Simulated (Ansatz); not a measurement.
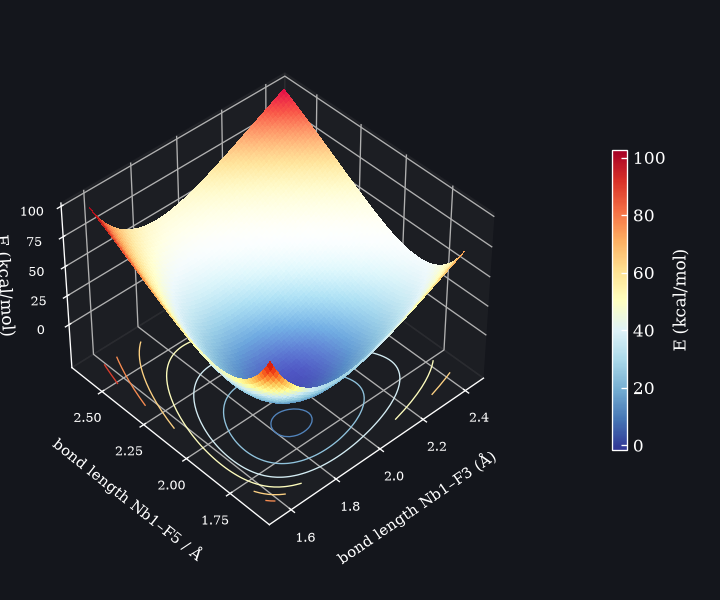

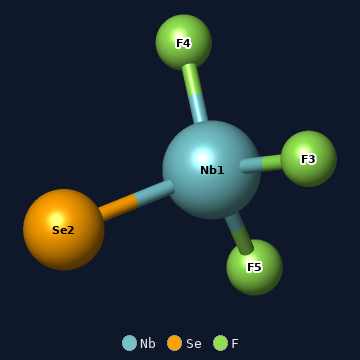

Energy landscape of NbSeF3. 
- Coordinates scanned: (1) bond length Nb1–F3; (2) bond length Nb1–F5.
- Nothing is relaxed (all other coordinates rigid).
- The grid has 7 × 7 points.
- Energies are in kcal/mol, from the lowest grid point.
- These are results of RKS PBE-D4/def2-TZVP (Ansatz 0.2.0), not measurements.

The picture shows a relief with its contours projected below, any walls above the top of the colour scale cut off. Between grid points the surface is interpolated. The second picture is the structure at the lowest point.

**Describe this landscape.**

The lowest grid point is at bond length Nb1–F3 = 1.853 Å, bond length Nb1–F5 = 1.940 Å. The bottom of the well lies between grid points, at about bond length Nb1–F3 = 1.864 Å, bond length Nb1–F5 = 1.863 Å, about 1.6 kcal/mol lower on the interpolated surface. No other kind of well shows on this grid. The highest grid point, bond length Nb1–F3 = 2.425 Å, bond length Nb1–F5 = 2.611 Å, lies 103 kcal/mol above the lowest. Round the minimum the two coordinates are nearly uncoupled.

The values on the grid:

| bond length Nb1–F5 ↓, bond length Nb1–F3 → | 1.567 | 1.710 | 1.853 | 1.996 | 2.139 | 2.282 | 2.425 |
| --- | --- | --- | --- | --- | --- | --- | --- |
| 2.611 | 100 | 65 | 57 | 63 | 74 | 88 | 103 |
| 2.443 | 86 | 50 | 42 | 47 | 59 | 73 | 87 |
| 2.276 | 71 | 34 | 26 | 31 | 43 | 56 | 71 |
| 2.108 | 57 | 20 | 11 | 16 | 27 | 40 | 54 |
| 1.940 | 47 | 10 | 0 | 4 | 15 | 29 | 42 |
| 1.772 | 51 | 12 | 2 | 6 | 16 | 29 | 42 |
| 1.604 | 84 | 44 | 33 | 36 | 46 | 58 | 71 |

Each point was launched as `ansatz run input.yaml --threads 1 --pin off --max-ram 2560MiB --backend cpu --events-out ev --progress --plain --runs-dir out`. The whole map (49 points run) took 6.4 min on 1 thread of Intel(R) Xeon(R) Platinum 8375C CPU @ 2.90GHz (Ice Lake) (shared host).
